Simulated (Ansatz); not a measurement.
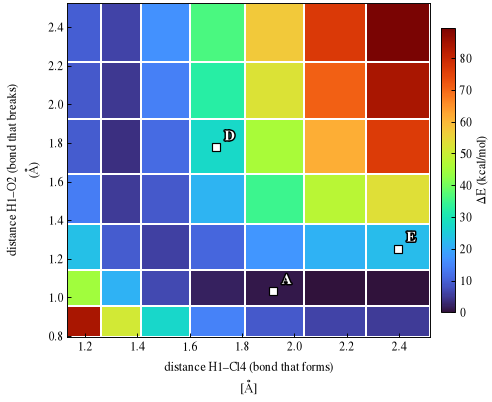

The reacting system CH4ClO (fragments CH₄O + Cl where the first distance is long, ClH + CH₃O where the second is long), spin multiplicity 2. 
- Coordinates scanned: (1) distance H1–Cl4 (bond that forms); (2) distance H1–O2 (bond that breaks).
- Relaxed at each point: all other coordinates.
- The scan uses a 7 × 7 grid.
- Points are written as (first, second).
- Energies: kcal/mol, counted from the lowest grid point.
- Energies and slopes of some neighbouring points disagree (a jump in structure or state, or too coarse a mesh).
- Computed with Ansatz 0.2.0, UKS r2SCAN-D4/def2-SVP.

The picture shows one coloured cell a grid point, lettered points.

Question: Rank the lettered points by energy, lowest first.

Answer: A (0.8 kcal/mol), E (23 kcal/mol), D (27 kcal/mol).
